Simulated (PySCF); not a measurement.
Input file:

```
{"job": {"kind": "nmr", "xc": "PBE0", "basis": "pcSseg-1"}, "charge": 0, "multiplicity": 1}
C      3.469587    -1.026832     0.407053
C      2.880668    -0.162091    -0.186729
P      2.109685     1.030906    -1.235026
C      0.329522     0.759307    -0.707223
C      0.125802     0.861400     0.802252
C     -1.340740     0.632152     1.159030
C     -1.809142    -0.727096     0.648850
C     -1.616357    -0.821382    -0.861638
C     -0.152078    -0.595229    -1.226244
H      3.963806    -1.761598     0.973410
H      2.339919     2.101891    -0.352312
H     -0.250360     1.552160    -1.201355
H      0.743464     0.108906     1.299521
H      0.443465     1.845541     1.159267
H     -1.952376     1.417915     0.708279
H     -1.467257     0.689902     2.242375
H     -1.231422    -1.515151     1.137377
H     -2.861229    -0.876262     0.900182
H     -2.233502    -0.065025    -1.353130
H     -1.938662    -1.801201    -1.220028
H     -0.024430    -0.644128    -2.311476
H      0.461225    -1.385481    -0.783285
```

Command:

```sh
OMP_NUM_THREADS=1 python probes_run.py task.json out
```

Geometry: GFN2-xTB.

Theory: PBE0/pcSseg-1, SCF density, gas phase, non-relativistic in PySCF 2.14.0.

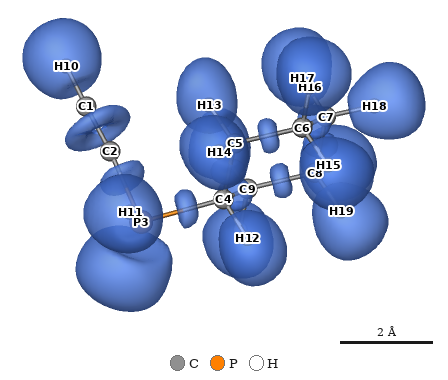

C₈H₁₃P (SMILES C#CPC1CCCCC1). Isosurface of the ELF at 0.85 (blue), seen from one side. Core shells and regions of very low density are left out.

Question: Where are the electrons localised?

Answer: At this value the surface marks out seven regions between bonded C–C atoms (shared pairs), two regions between bonded C–P atoms (shared pairs), 13 regions around hydrogen nuclei and one lobe on P, pointing away from the bonds (lone pairs). Along the contacts the grid gives the following. C–C (1.20 Å): the ELF peaks at about 0.85 between the atoms; a multiple bond. C–P (1.77 Å): the ELF peaks at about 0.95 between the atoms, as expected for a shared electron pair.
